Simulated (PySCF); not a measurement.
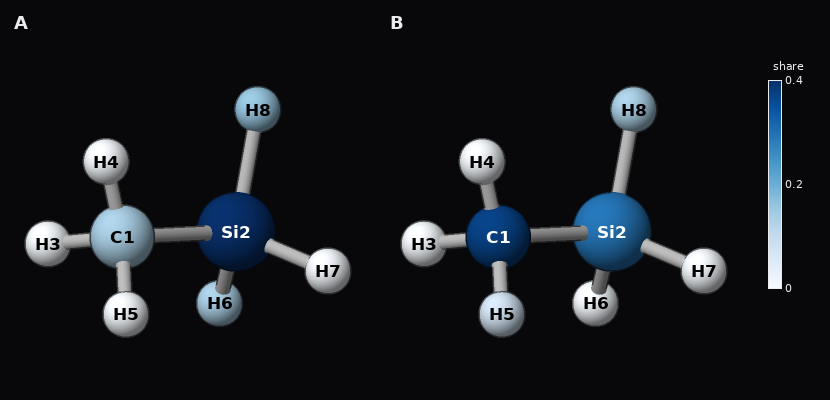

Each panel colours the atoms by their Löwdin share in one orbital (up to four of the largest shares; other atoms are shown as zero). Geometry: a frame of a GFN2-xTB molecular-dynamics simulation, not a minimum. Level of theory: PBE0/def2-SVPD (PySCF 2.14.0).

**The panels show the HOMO, LUMO, in some order. Which is which?**

A: LUMO, 0.22 eV; Si2 0.40, H8 0.16, H6 0.13, C1 0.13
B: HOMO, −8.57 eV; C1 0.37, Si2 0.29, H8 0.13, H5 0.07
